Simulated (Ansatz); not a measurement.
The relaxed structure here is a generated cell of TiB2: the first start was made by placing the elements on the sites of a structure type, and the end was not matched to a known phase here, so it may be hypothetical. Known forms of TiB2 include space group No. 191.

One stationary structure of TiB₂. Space group P4₁2₁2 (No. 92). These are PBEsol (plane waves to 420 eV, PAW, scalar-relativistic; Ansatz, a program for electronic structure) values and carry that method's errors.

Space group P4₁2₁2 (No. 92); a = 4.3840 Å, b = 4.3840 Å, c = 5.2959 Å, α = 90.00°, β = 90.00°, γ = 90.00°

```json
[
 {"atom": "Ti", "site": "4a", "symmetry": "..2", "x": "0.6179", "y": "0.6179", "z": "0.0000"},
 {"atom": "B", "site": "8b", "symmetry": "1", "x": "0.3889", "y": "0.1363", "z": "0.0883"}
]
```

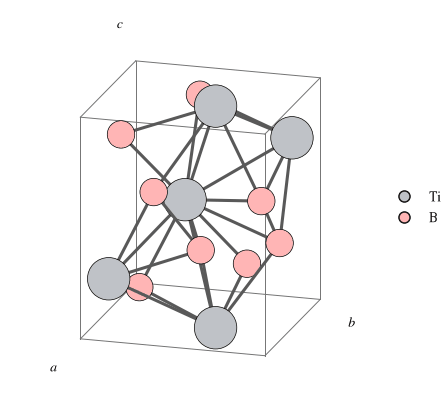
The conventional cell of the relaxed structure

For TiB2, the volume per atom is 8.48 Å³, the band gap is no gap on the sampled points, where the bands overlap only slightly; such a result is sensitive to mesh and level and the shortest distances comes out as B–B 1.71 Å; B–Ti 2.33 Å; Ti–Ti 2.81 Å. The k-mesh is 6×6×5.

Band energies at high-symmetry points (eV from the Fermi level; labels of this space group; no spin-orbit coupling), from −5 eV up to 2.3 eV:

| point | energies |
|---|---|
| Γ | -4.60 -4.43 -3.69 -3.09 -2.98 -2.98 -2.73 -1.39 -1.39 -0.99 1.72 |
| X | -4.51 -4.51 -3.75 -3.75 -2.08 -2.08 -1.61 -1.61 -0.84 -0.84 0.31 0.31 1.72 1.72 1.96 1.96 |
| M | -2.56 -2.56 -1.20 -1.20 -0.39 -0.39 -0.26 -0.26 0.02 0.02 0.40 0.40 0.81 0.81 1.43 1.43 |
| Z | -4.53 -4.53 -3.27 -3.27 -3.17 -3.17 -2.07 -2.07 -1.26 -1.26 1.69 1.69 2.12 2.12 |
| R | -5.00 -5.00 -2.98 -2.98 -2.74 -2.74 -1.28 -1.28 -0.67 -0.67 0.27 0.27 0.93 0.93 2.22 2.22 |
| A | -3.98 -3.98 -3.98 -3.98 -2.84 -2.84 -2.84 -2.84 -1.50 -1.50 -1.50 -1.50 1.35 1.35 1.35 1.35 2.10 2.10 2.10 2.10 |

No spin polarisation in the result.

The run could not lose the symmetry of its start: the end is stationary, and may be a saddle point rather than a minimum.
